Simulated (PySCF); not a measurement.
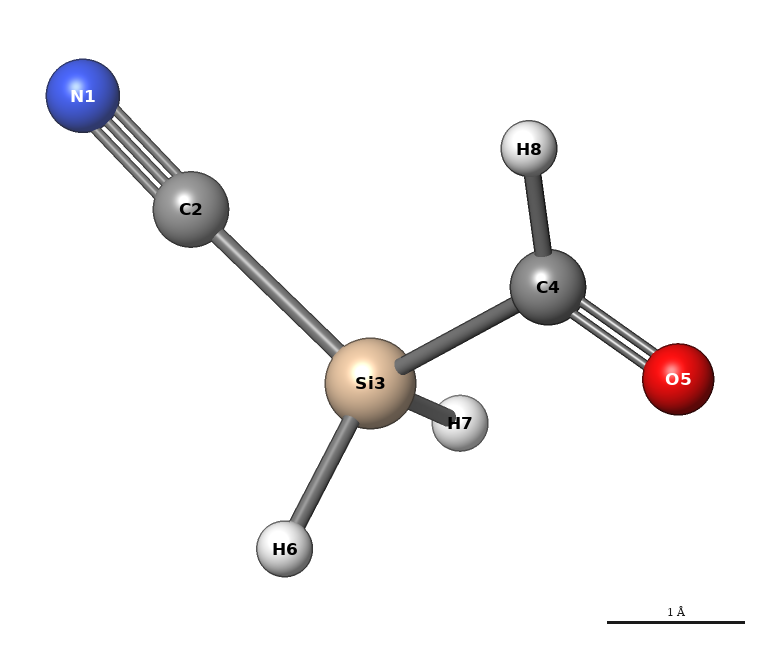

Atoms carry their numbers in the input. Computed geometry: PBE0-D3(BJ)/def2-SVP optimisation. No frequency run is at hand to confirm it as a minimum.

Give the bond lengths.

```json
{"bond": "N1–C2", "length (Å)": "1.160", "order": "triple"}
{"bond": "C2–Si3", "length (Å)": "1.857", "order": "single"}
{"bond": "Si3–C4", "length (Å)": "1.934", "order": "single"}
{"bond": "Si3–H6", "length (Å)": "1.486", "order": "single"}
{"bond": "Si3–H7", "length (Å)": "1.486", "order": "single"}
{"bond": "C4–O5", "length (Å)": "1.203", "order": "double"}
{"bond": "C4–H8", "length (Å)": "1.123", "order": "single"}
```
